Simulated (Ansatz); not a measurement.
Cost and result by functional for the adsorption energy of Br on the (100) surface of germanium (p(2x2) alternately buckled dimers; a constructed slab, bottom: dihydride, held), one in a cell of 66 Å², started at the site 'over Ge at depth 1.6 Å', in Ansatz (plane waves, PAW). Single points on the PBE structure, on one kind of machine; costs are rough ratios of the slab run's core time (references not counted) to the cheapest single point. r2SCAN's cost holds its higher cutoff (500 against 420 eV). Differences are taken against r2SCAN for comparison alone: no measured value is at hand, so the table doesn't rank accuracy.

Set-up: 41 atoms, 11.3 Å thick at the start with caps and adatoms under the adsorbate (thin: gaps and levels are the slab's own); mesh 3x3x1; 0.01 eV smearing; dipole correction on; 24 atoms held, the rest relaxed; no symmetry held; spin-polarised, ending with about 0.3 μB a cell, a value that depends on the mesh; orders that need a larger cell were not tried, no spin-orbit, no U, no dispersion correction. The slab shows no gap over 0.04 eV on its mesh. At the end it is bonded to Ge. In PBE it is, or lies within 0.03 eV of, the lowest of the starts that converged. These notes are the PBE run's. r2SCAN: The program's check for a lower electronic state was not made. Adsorption energies are against ½ Br2(g). A negative adsorption energy means that the adsorbate is more stable on the surface than in its reference.

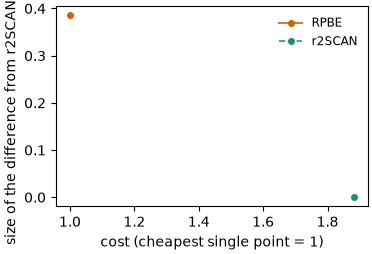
Fig. 1. Difference from r2SCAN against cost

```
functional                     relative cost  adsorption energy (eV)  less r2SCAN (eV)
-----------------------------  -------------  ----------------------  ----------------
RPBE                                       1                   -1.36              0.39
r2SCAN                                     2                   -1.75              0.00
PBE (the relaxed run's value)              –                   -1.51              0.24
```

The values span 0.39 eV, while the single points' costs differ by a factor of roughly 2. Differences are of unrounded values.

Ansatz is a program for electronic structure.
